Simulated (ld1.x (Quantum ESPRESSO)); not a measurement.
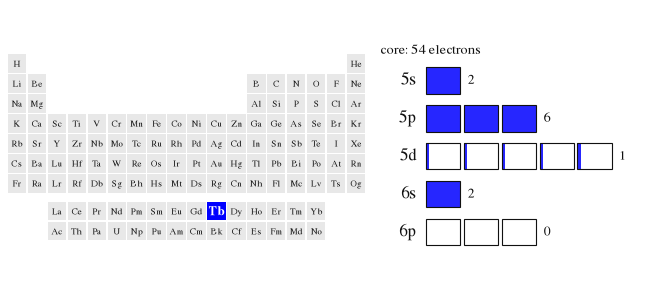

Figure 1. Left, the place of terbium in the periodic table; right, the valence shells of the reference configuration: a box for each of the 2l + 1 orbitals, shaded by the share of the shell that is filled, with the electron count at the right.

**Tb: pseudopotential generation (part 1 of 2)**

- system: terbium (Tb, Z = 65), core [Kr] 4d10 4f8, reference valence 5s2 5p6 5d1 6s2 6p0, valence charge 11.
- method: ultrasoft potential, PBE, scalar-relativistic, made with ld1.x (Quantum ESPRESSO) 7.5

### Log
```
     Program LD1 v.7.5
     --------------------------- All-electron run ----------------------------

     Tb
     scalar relativistic calculation

     atomic number is 65.00
     dft =PBE   lsd =0 sic =0 latt =0  beta=0.20 tr2=1.0E-14
     Exchange-correlation= PBE
                           (   1   4   3   4   0   0   0)
     mesh =1263 r(mesh) =  99.54529 a.u. xmin = -7.00 dx = 0.01250
     1 Ry =  13.60569312 eV, c = 137.03599908

     n l     nl                  e(Ry)          e(Ha)          e(eV)
     1 0     1S 1( 2.00)     -3812.2776     -1906.1388    -51868.6793
     2 0     2S 1( 2.00)      -632.3798      -316.1899     -8603.9655
     2 1     2P 1( 6.00)      -561.9317      -280.9659     -7645.4709
     3 0     3S 1( 2.00)      -140.7124       -70.3562     -1914.4895
     3 1     3P 1( 6.00)      -118.9913       -59.4957     -1618.9595
     4 0     4S 1( 2.00)       -28.2963       -14.1482      -384.9911
     4 1     4P 1( 6.00)       -21.1363       -10.5682      -287.5742
     3 2     3D 1(10.00)       -90.7048       -45.3524     -1234.1010
     5 0     5S 1( 2.00)        -3.7685        -1.8843       -51.2737
     5 1     5P 1( 6.00)        -2.0498        -1.0249       -27.8887
     4 2     4D 1(10.00)       -11.3101        -5.6550      -153.8814
     4 3     4F 1( 8.00)        -0.6593        -0.3296        -8.9697
     5 2     5D 1( 1.00)        -0.1781        -0.0891        -2.4233
     6 0     6S 1( 2.00)        -0.3083        -0.1541        -4.1941
     6 1     6P 1( 0.00)        -0.0979        -0.0489        -1.3320

     final scf error:  6.3E-15 reached in  30 iterations

     Etot =  -23417.588581 Ry,  -11708.794291 Ha, -318612.523920 eV

     Ekin =   25206.967748 Ry,   12603.483874 Ha,  342958.267744 eV
     Encl =  -57202.371831 Ry,  -28601.185916 Ha, -778277.917042 eV
     Eh   =    9088.829806 Ry,    4544.414903 Ha,  123659.829193 eV
     Exc  =    -511.014305 Ry,    -255.507153 Ha,   -6952.703815 eV

     normalization and overlap integrals

     s(1S/1S) =  1.000000  <r> =   0.0215  <r2> =    0.0006  r(max) =   0.0136
     s(2S/2S) =  1.000000  <r> =   0.0915  <r2> =    0.0099  r(max) =   0.0772
     s(2P/2P) =  1.000000  <r> =   0.0809  <r2> =    0.0080  r(max) =   0.0632
     s(3S/3S) =  1.000000  <r> =   0.2394  <r2> =    0.0655  r(max) =   0.2205
     s(3P/3P) =  1.000000  <r> =   0.2381  <r2> =    0.0657  r(max) =   0.2150
     s(4S/4S) =  1.000000  <r> =   0.5408  <r2> =    0.3301  r(max) =   0.5031
     s(4P/4P) =  1.000000  <r> =   0.5726  <r2> =    0.3729  r(max) =   0.5289
     s(3D/3D) =  1.000000  <r> =   0.2165  <r2> =    0.0551  r(max) =   0.1761
     s(5S/5S) =  1.000000  <r> =   1.3068  <r2> =    1.9213  r(max) =   1.1772
     s(5P/5P) =  1.000000  <r> =   1.5341  <r2> =    2.6766  r(max) =   1.3339
     s(4D/4D) =  1.000000  <r> =   0.6214  <r2> =    0.4479  r(max) =   0.5491
     s(4F/4F) =  1.000000  <r> =   0.8408  <r2> =    0.9337  r(max) =   0.5491
     s(5D/5D) =  1.000000  <r> =   2.8486  <r2> =   10.1273  r(max) =   1.9408
     s(6S/6S) =  1.000000  <r> =   3.9380  <r2> =   17.6463  r(max) =   3.3222
     s(6P/6P) =  1.000000  <r> =   5.6020  <r2> =   36.3090  r(max) =   4.5408

     ------------------------ End of All-electron run ------------------------

     --------------------- Generating US pseudopotential ---------------------

      Generating local potential from pseudized AE potential:
      Matching radius rcloc =   2.1500
      Enforcing V''(0)=0 (lloc=-2)

      Local pseudo, rcloc= 2.172 Estimated cut-off energy=     6.84 Ry

      Computing core charge for nlcc:

       r > 0.96 : true rho core
       r < 0.96 : rho core = a sin(br)/r    a=  26.54  b=   2.74

      Integrated core pseudo-charge :  13.38

      Wfc   5S  rcut= 1.691  Using Troullier-Martins method
      Wfc-us  5S rcutus= 1.965  Estimated cut-off energy=    14.04 Ry

      Wfc   6S  rcut= 1.691  Using Troullier-Martins method
      Wfc-us  6S rcutus= 1.965  Estimated cut-off energy=    27.71 Ry

      Wfc   5P  rcut= 2.015  Using Troullier-Martins method
      Wfc-us  5P rcutus= 2.461  Estimated cut-off energy=    14.14 Ry

      Wfc   6P  rcut= 2.015  Using Troullier-Martins method
      Wfc-us  6P rcutus= 2.461  Estimated cut-off energy=    26.17 Ry

      Wfc   5D  rcut= 1.650  Using Troullier-Martins method
      Wfc-us  5D rcutus= 1.965  Estimated cut-off energy=    28.73 Ry

      Wfc   5D  rcut= 1.650  Using Troullier-Martins method
      Wfc-us  5D rcutus= 1.965  Estimated cut-off energy=    31.29 Ry

     ------------------- End of pseudopotential generation -------------------

     --------------------------- All-electron run ----------------------------

     Tb
     scalar relativistic calculation

     atomic number is 65.00
     dft =PBE   lsd =0 sic =0 latt =0  beta=0.20 tr2=1.0E-14
     Exchange-correlation= PBE
                           (   1   4   3   4   0   0   0)
     mesh =1263 r(mesh) =  99.54529 a.u. xmin = -7.00 dx = 0.01250
     1 Ry =  13.60569312 eV, c = 137.03599908

     n l     nl                  e(Ry)          e(Ha)          e(eV)
     1 0     1S 1( 2.00)     -3812.2776     -1906.1388    -51868.6793
     2 0     2S 1( 2.00)      -632.3798      -316.1899     -8603.9655
     2 1     2P 1( 6.00)      -561.9317      -280.9659     -7645.4709
     3 0     3S 1( 2.00)      -140.7124       -70.3562     -1914.4895
     3 1     3P 1( 6.00)      -118.9913       -59.4957     -1618.9595
     4 0     4S 1( 2.00)       -28.2963       -14.1482      -384.9911
     4 1     4P 1( 6.00)       -21.1363       -10.5682      -287.5742
     3 2     3D 1(10.00)       -90.7048       -45.3524     -1234.1010
     5 0     5S 1( 2.00)        -3.7685        -1.8843       -51.2737
     5 1     5P 1( 6.00)        -2.0498        -1.0249       -27.8887
     4 2     4D 1(10.00)       -11.3101        -5.6550      -153.8814
     4 3     4F 1( 8.00)        -0.6593        -0.3296        -8.9697
     5 2     5D 1( 1.00)        -0.1781        -0.0891        -2.4233
     6 0     6S 1( 2.00)        -0.3083        -0.1541        -4.1941
     6 1     6P 1( 0.00)        -0.0979        -0.0489        -1.3320

     final scf error:  6.3E-15 reached in  30 iterations

     Etot =  -23417.588581 Ry,  -11708.794291 Ha, -318612.523920 eV

     Ekin =   25206.967748 Ry,   12603.483874 Ha,  342958.267744 eV
     Encl =  -57202.371831 Ry,  -28601.185916 Ha, -778277.917042 eV
     Eh   =    9088.829806 Ry,    4544.414903 Ha,  123659.829193 eV
     Exc  =    -511.014305 Ry,    -255.507153 Ha,   -6952.703815 eV

     normalization and overlap integrals

     s(1S/1S) =  1.000000  <r> =   0.0215  <r2> =    0.0006  r(max) =   0.0136
     s(2S/2S) =  1.000000  <r> =   0.0915  <r2> =    0.0099  r(max) =   0.0772
     s(2P/2P) =  1.000000  <r> =   0.0809  <r2> =    0.0080  r(max) =   0.0632
     s(3S/3S) =  1.000000  <r> =   0.2394  <r2> =    0.0655  r(max) =   0.2205
     s(3P/3P) =  1.000000  <r> =   0.2381  <r2> =    0.0657  r(max) =   0.2150
     s(4S/4S) =  1.000000  <r> =   0.5408  <r2> =    0.3301  r(max) =   0.5031
     s(4P/4P) =  1.000000  <r> =   0.5726  <r2> =    0.3729  r(max) =   0.5289
     s(3D/3D) =  1.000000  <r> =   0.2165  <r2> =    0.0551  r(max) =   0.1761
     s(5S/5S) =  1.000000  <r> =   1.3068  <r2> =    1.9213  r(max) =   1.1772
     s(5P/5P) =  1.000000  <r> =   1.5341  <r2> =    2.6766  r(max) =   1.3339
     s(4D/4D) =  1.000000  <r> =   0.6214  <r2> =    0.4479  r(max) =   0.5491
     s(4F/4F) =  1.000000  <r> =   0.8408  <r2> =    0.9337  r(max) =   0.5491
     s(5D/5D) =  1.000000  <r> =   2.8486  <r2> =   10.1273  r(max) =   1.9408
     s(6S/6S) =  1.000000  <r> =   3.9380  <r2> =   17.6463  r(max) =   3.3222
     s(6P/6P) =  1.000000  <r> =   5.6020  <r2> =   36.3090  r(max) =   4.5408

     ------------------------ End of All-electron run ------------------------

     Computing logarithmic derivative in   2.63632
     Computing logarithmic derivative in   2.63632
     Computing the partial wave expansion
     R is outside the sphere for l=    0 j= 0.00
     R is outside the sphere for l=    0 j= 0.00
     R is outside the sphere for l=    1 j= 0.00
     R is outside the sphere for l=    1 j= 0.00
     R is outside the sphere for l=    2 j= 0.00
     R is outside the sphere for l=    2 j= 0.00

     ---------------------- Testing the pseudopotential ----------------------

     Tb
     scalar relativistic calculation

     atomic number is 65.00   valence charge is 11.00
     dft =PBE   lsd =0 sic =0 latt =0  beta=0.20 tr2=1.0E-14
     mesh =1263 r(mesh) =  99.54529 xmin = -7.00 dx = 0.01250

     n l     nl             e AE (Ry)        e PS (Ry)    De AE-PS (Ry)
     1 0     5S   1( 2.00)       -3.76855       -3.88030        0.11175  !
     2 1     5P   1( 6.00)       -2.04978       -2.15065        0.10087  !
     3 2     5D   1( 1.00)       -0.17811       -0.24463        0.06652  !
     2 0     6S   1( 2.00)       -0.30826       -0.27186       -0.03640  !
     3 1     6P   1( 0.00)       -0.09790       -0.10047        0.00258

     eps = 2.8E-15  iter = 17

     Etot =  -23417.588581 Ry,  -11708.794291 Ha, -318612.523920 eV
     Etotps =  -102.837096 Ry,     -51.418548 Ha,   -1399.169970 eV

     Ekin =      20.982226 Ry,      10.491113 Ha,     285.477734 eV
     Encl =    -130.498510 Ry,     -65.249255 Ha,   -1775.522682 eV
     Ehrt =      56.176851 Ry,      28.088426 Ha,     764.324999 eV
     Ecxc =     -39.962986 Ry,     -19.981493 Ha,    -543.724126 eV
     (Ecc =     -26.986292 Ry,     -13.493146 Ha,    -367.167213 eV)
     Epseu=      -9.534677 Ry,      -4.767339 Ha,    -129.725895 eV

     ---------------------- End of pseudopotential test ----------------------
```

### Output of the test run (extracts)
```
     ---------------------- Testing the pseudopotential ----------------------

     Tb
     scalar relativistic calculation

     atomic number is 65.00   valence charge is 11.00
     dft =PBE   lsd =0 sic =0 latt =0  beta=0.20 tr2=1.0E-14
     mesh =1263 r(mesh) =  99.54529 xmin = -7.00 dx = 0.01250

     n l     nl             e AE (Ry)        e PS (Ry)    De AE-PS (Ry)
     1 0     5S   1( 2.00)       -3.76855       -3.88030        0.11175  !
     2 1     5P   1( 6.00)       -2.04978       -2.15065        0.10087  !
     3 2     5D   1( 1.00)       -0.17811       -0.24463        0.06652  !
     2 0     6S   1( 2.00)       -0.30826       -0.27186       -0.03640  !
     3 1     6P   1( 0.00)       -0.09790       -0.10047        0.00258

     eps = 2.8E-15  iter = 17

     Etot =  -23417.588581 Ry,  -11708.794291 Ha, -318612.523920 eV
     Etotps =  -102.837096 Ry,     -51.418548 Ha,   -1399.169970 eV

     Ekin =      20.982226 Ry,      10.491113 Ha,     285.477734 eV
     Encl =    -130.498510 Ry,     -65.249255 Ha,   -1775.522682 eV
     Ehrt =      56.176851 Ry,      28.088426 Ha,     764.324999 eV
     Ecxc =     -39.962986 Ry,     -19.981493 Ha,    -543.724126 eV
     (Ecc =     -26.986292 Ry,     -13.493146 Ha,    -367.167213 eV)
     Epseu=      -9.534677 Ry,      -4.767339 Ha,    -129.725895 eV

     ---------------------- End of pseudopotential test ----------------------

     ---------------------- Testing the pseudopotential ----------------------

     Tb
     scalar relativistic calculation

     atomic number is 65.00   valence charge is 11.00
     dft =PBE   lsd =0 sic =0 latt =0  beta=0.20 tr2=1.0E-14
     mesh =1263 r(mesh) =  99.54529 xmin = -7.00 dx = 0.01250

     n l     nl             e AE (Ry)        e PS (Ry)    De AE-PS (Ry)
     1 0     5S   1( 2.00)       -4.23899       -4.31405        0.07507  !
     2 1     5P   1( 6.00)       -2.51973       -2.58360        0.06388  !
     3 2     5D   1( 1.00)       -0.61295       -0.65402        0.04107  !
     2 0     6S   1( 1.00)       -0.69123       -0.61620       -0.07503  !
     3 1     6P   1( 0.00)       -0.42439       -0.39796       -0.02643  !

     eps = 5.0E-15  iter = 14

     Etot =  -23417.093047 Ry,  -11708.546524 Ha, -318605.781834 eV
     Etotps =  -102.395866 Ry,     -51.197933 Ha,   -1393.166724 eV
     dEtot_ae =       0.495534 Ry
     dEtot_ps =       0.441230 Ry,   Delta E=       0.054304 Ry

     Ekin =      20.608500 Ry,      10.304250 Ha,     280.392920 eV
     Encl =    -125.761695 Ry,     -62.880847 Ha,   -1711.075025 eV
     Ehrt =      51.707680 Ry,      25.853840 Ha,     703.518822 eV
     Ecxc =     -39.680581 Ry,     -19.840291 Ha,    -539.881812 eV
     (Ecc =     -26.986292 Ry,     -13.493146 Ha,    -367.167213 eV)
     Epseu=      -9.269769 Ry,      -4.634884 Ha,    -126.121630 eV

     ---------------------- End of pseudopotential test ----------------------

     ---------------------- Testing the pseudopotential ----------------------

     Tb
     scalar relativistic calculation

     atomic number is 65.00   valence charge is 11.00
     dft =PBE   lsd =0 sic =0 latt =0  beta=0.20 tr2=1.0E-14
     mesh =1263 r(mesh) =  99.54529 xmin = -7.00 dx = 0.01250

     n l     nl             e AE (Ry)        e PS (Ry)    De AE-PS (Ry)
     1 0     5S   1( 2.00)       -4.79187       -4.82025        0.02839  !
     2 1     5P   1( 6.00)       -3.06899       -3.08608        0.01709  !
     3 2     5D   1( 1.00)       -1.11581       -1.12057        0.00476
     2 0     6S   1( 0.00)       -1.11988       -0.99054       -0.12934  !
     3 1     6P   1( 0.00)       -0.79599       -0.71879       -0.07720  !

     eps = 3.3E-16  iter =  9

     Etot =  -23416.191590 Ry,  -11708.095795 Ha, -318593.516879 eV
     Etotps =  -101.595075 Ry,     -50.797537 Ha,   -1382.271412 eV
     dEtot_ae =       1.396992 Ry
     dEtot_ps =       1.242021 Ry,   Delta E=       0.154971 Ry

     Ekin =      19.828458 Ry,       9.914229 Ha,     269.779915 eV
     Encl =    -120.236105 Ry,     -60.118053 Ha,   -1635.895548 eV
     Ehrt =      46.961715 Ry,      23.480857 Ha,     638.946680 eV
     Ecxc =     -39.388788 Ry,     -19.694394 Ha,    -535.911761 eV
     (Ecc =     -26.986292 Ry,     -13.493146 Ha,    -367.167213 eV)
     Epseu=      -8.760355 Ry,      -4.380177 Ha,    -119.190699 eV

     ---------------------- End of pseudopotential test ----------------------

     ---------------------- Testing the pseudopotential ----------------------

     Tb
     scalar relativistic calculation

     atomic number is 65.00   valence charge is 11.00
     dft =PBE   lsd =0 sic =0 latt =0  beta=0.20 tr2=1.0E-14
     mesh =1263 r(mesh) =  99.54529 xmin = -7.00 dx = 0.01250

     n l     nl             e AE (Ry)        e PS (Ry)    De AE-PS (Ry)
     1 0     5S   1( 2.00)       -5.62160       -5.69316        0.07156  !
     2 1     5P   1( 6.00)       -3.87641       -3.92788        0.05148  !
     3 2     5D   1( 0.00)       -1.82132       -1.84700        0.02567  !
     2 0     6S   1( 0.00)       -1.67715       -1.50492       -0.17223  !
     3 1     6P   1( 0.00)       -1.27135       -1.14492       -0.12642  !

     eps = 4.7E-18  iter =  9

     Etot =  -23414.730380 Ry,  -11707.365190 Ha, -318573.636102 eV
     Etotps =  -100.119803 Ry,     -50.059901 Ha,   -1362.199315 eV
     dEtot_ae =       2.858202 Ry
     dEtot_ps =       2.717293 Ry,   Delta E=       0.140909 Ry

     Ekin =      17.169812 Ry,       8.584906 Ha,     233.607190 eV
     Encl =    -110.499444 Ry,     -55.249722 Ha,   -1503.421527 eV
     Ehrt =      39.620940 Ry,      19.810470 Ha,     539.070353 eV
     Ecxc =     -38.626205 Ry,     -19.313103 Ha,    -525.536297 eV
     (Ecc =     -26.986292 Ry,     -13.493146 Ha,    -367.167213 eV)
     Epseu=      -7.784905 Ry,      -3.892453 Ha,    -105.919034 eV

     ---------------------- End of pseudopotential test ----------------------

     ---------------------- Testing the pseudopotential ----------------------

     Tb
     scalar relativistic calculation

     atomic number is 65.00   valence charge is 11.00
     dft =PBE   lsd =0 sic =0 latt =0  beta=0.20 tr2=1.0E-14
     mesh =1263 r(mesh) =  99.54529 xmin = -7.00 dx = 0.01250

     n l     nl             e AE (Ry)        e PS (Ry)    De AE-PS (Ry)
     1 0     5S   1( 2.00)       -3.66627       -3.71207        0.04581  !
     2 1     5P   1( 6.00)       -1.95515       -1.99408        0.03893  !
     3 2     5D   1( 2.00)       -0.12380       -0.14962        0.02582  !
     2 0     6S   1( 1.00)       -0.27703       -0.22783       -0.04919  !
     3 1     6P   1( 0.00)       -0.08474       -0.07825       -0.00649  !

     eps = 1.5E-15  iter = 16

     Etot =  -23417.446130 Ry,  -11708.723065 Ha, -318610.585766 eV
     Etotps =  -102.782257 Ry,     -51.391128 Ha,   -1398.423842 eV
     dEtot_ae =       0.142452 Ry
     dEtot_ps =       0.054839 Ry,   Delta E=       0.087612 Ry

     Ekin =      21.603080 Ry,      10.801540 Ha,     293.924875 eV
     Encl =    -132.462523 Ry,     -66.231261 Ha,   -1802.244432 eV
     Ehrt =      57.715440 Ry,      28.857720 Ha,     785.258567 eV
     Ecxc =     -40.154141 Ry,     -20.077070 Ha,    -546.324918 eV
     (Ecc =     -26.986292 Ry,     -13.493146 Ha,    -367.167213 eV)
     Epseu=      -9.484113 Ry,      -4.742057 Ha,    -129.037933 eV

     ---------------------- End of pseudopotential test ----------------------

     ---------------------- Testing the pseudopotential ----------------------

     Tb
     scalar relativistic calculation

     atomic number is 65.00   valence charge is 11.00
     dft =PBE   lsd =0 sic =0 latt =0  beta=0.20 tr2=1.0E-14
     mesh =1263 r(mesh) =  99.54529 xmin = -7.00 dx = 0.01250

     n l     nl             e AE (Ry)        e PS (Ry)    De AE-PS (Ry)
     1 0     5S   1( 2.00)       -4.00759       -4.20345        0.19586  !
     2 1     5P   1( 6.00)       -2.27631       -2.45198        0.17567  !
     3 2     5D   1( 0.00)       -0.33419       -0.43445        0.10026  !
     2 0     6S   1( 2.00)       -0.40598       -0.37103       -0.03494  !
     3 1     6P   1( 1.00)       -0.16113       -0.16302        0.00189

     eps = 1.0E-15  iter = 20

     Etot =  -23417.463570 Ry,  -11708.731785 Ha, -318610.823055 eV
     Etotps =  -102.624480 Ry,     -51.312240 Ha,   -1396.277177 eV
     dEtot_ae =       0.125011 Ry
     dEtot_ps =       0.212616 Ry,   Delta E=      -0.087605 Ry

     Ekin =      19.640520 Ry,       9.820260 Ha,     267.222886 eV
     Encl =    -126.826550 Ry,     -63.413275 Ha,   -1725.563121 eV
     Ehrt =      53.302873 Ry,      26.651436 Ha,     725.222527 eV
     Ecxc =     -39.602687 Ry,     -19.801344 Ha,    -538.822011 eV
     (Ecc =     -26.986292 Ry,     -13.493146 Ha,    -367.167213 eV)
     Epseu=      -9.138635 Ry,      -4.569317 Ha,    -124.337457 eV

     ---------------------- End of pseudopotential test ----------------------

     ---------------------- Testing the pseudopotential ----------------------

     Tb
     scalar relativistic calculation

     atomic number is 65.00   valence charge is 11.00
     dft =PBE   lsd =0 sic =0 latt =0  beta=0.20 tr2=1.0E-14
     mesh =1263 r(mesh) =  99.54529 xmin = -7.00 dx = 0.01250

     n l     nl             e AE (Ry)        e PS (Ry)    De AE-PS (Ry)
     1 0     5S   1( 2.00)       -4.08978       -4.09637        0.00659  !
     2 1     5P   1( 6.00)       -2.38047       -2.38041       -0.00006
     3 2     5D   1( 2.00)       -0.51862       -0.51659       -0.00203
     2 0     6S   1( 0.00)       -0.63057       -0.54053       -0.09004  !
     3 1     6P   1( 0.00)       -0.38259       -0.34374       -0.03885  !

     eps = 2.3E-15  iter =  9

     Etot =  -23416.997562 Ry,  -11708.498781 Ha, -318604.482688 eV
     Etotps =  -102.401465 Ry,     -51.200732 Ha,   -1393.242902 eV
     dEtot_ae =       0.591020 Ry
     dEtot_ps =       0.435631 Ry,   Delta E=       0.155388 Ry

     Ekin =      21.420981 Ry,      10.710490 Ha,     291.447288 eV
     Encl =    -128.289882 Ry,     -64.144941 Ha,   -1745.472768 eV
     Ehrt =      53.689452 Ry,      26.844726 Ha,     730.482201 eV
     Ecxc =     -39.960415 Ry,     -19.980208 Ha,    -543.689144 eV
     (Ecc =     -26.986292 Ry,     -13.493146 Ha,    -367.167213 eV)
     Epseu=      -9.261599 Ry,      -4.630800 Ha,    -126.010479 eV

     ---------------------- End of pseudopotential test ----------------------

     ---------------------- Testing the pseudopotential ----------------------

     Tb
     scalar relativistic calculation

     atomic number is 65.00   valence charge is 11.00
     dft =PBE   lsd =0 sic =0 latt =0  beta=0.20 tr2=1.0E-14
     mesh =1263 r(mesh) =  99.54529 xmin = -7.00 dx = 0.01250

     n l     nl             e AE (Ry)        e PS (Ry)    De AE-PS (Ry)
     1 0     5S   1( 2.00)       -3.71277       -3.78857        0.07580  !
     2 1     5P   1( 6.00)       -1.99816       -2.06549        0.06733  !
     3 2     5D   1( 1.50)       -0.14787       -0.19230        0.04443  !
     2 0     6S   1( 1.50)       -0.29096       -0.24820       -0.04276  !
     3 1     6P   1( 0.00)       -0.09020       -0.08847       -0.00173

     eps = 5.5E-15  iter = 16

     Etot =  -23417.520231 Ry,  -11708.760116 Ha, -318611.593970 eV
     Etotps =  -102.816040 Ry,     -51.408020 Ha,   -1398.883493 eV
     dEtot_ae =       0.068350 Ry
     dEtot_ps =       0.021056 Ry,   Delta E=       0.047294 Ry

     Ekin =      21.332836 Ry,      10.666418 Ha,     290.248017 eV
     Encl =    -131.568637 Ry,     -65.784319 Ha,   -1790.082502 eV
     Ehrt =      57.007785 Ry,      28.503893 Ha,     775.630431 eV
     Ecxc =     -40.067066 Ry,     -20.033533 Ha,    -545.140210 eV
     (Ecc =     -26.986292 Ry,     -13.493146 Ha,    -367.167213 eV)
     Epseu=      -9.520958 Ry,      -4.760479 Ha,    -129.539230 eV

     ---------------------- End of pseudopotential test ----------------------
```

(Continued in part 2.) Outcome of the run: generated; the Bessel test doesn't meet the 5s level; the pseudo-atom misses its reference levels by up to 1.52 eV (5s).
